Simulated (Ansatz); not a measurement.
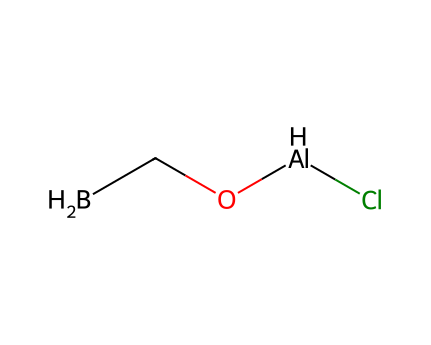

The drawing above gives the connectivity. The computed structure is the end point of a PBE-D4/def2-SVP optimisation. No frequency run is at hand to confirm it as a minimum.

Describe the 3D structure.

The molecule is CH5AlBClO. Its SMILES string is `BC[O][AlH][Cl]`. Among its groups: B–H bond. This geometry has C1 symmetry. Coordination: 1 B trigonal planar; 1 C tetrahedral; 1 O bent; 1 Al trigonal planar.

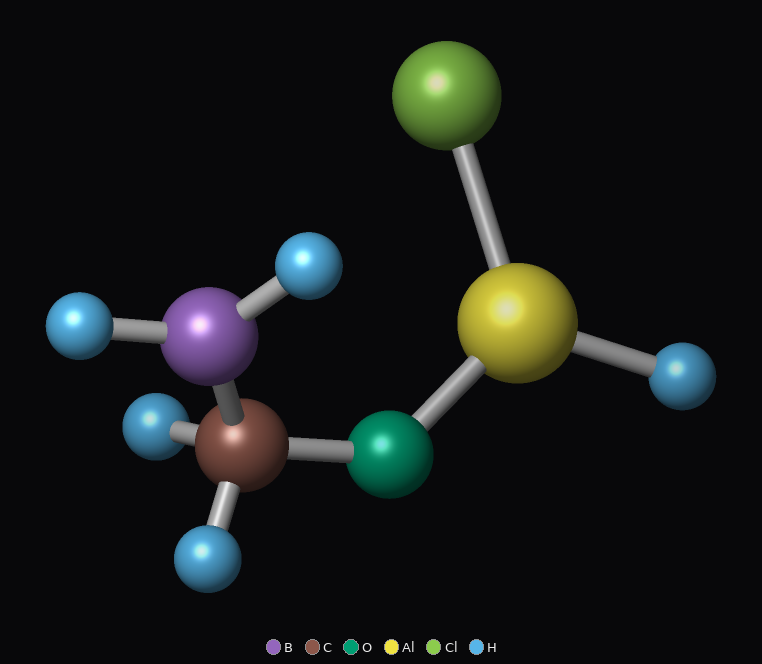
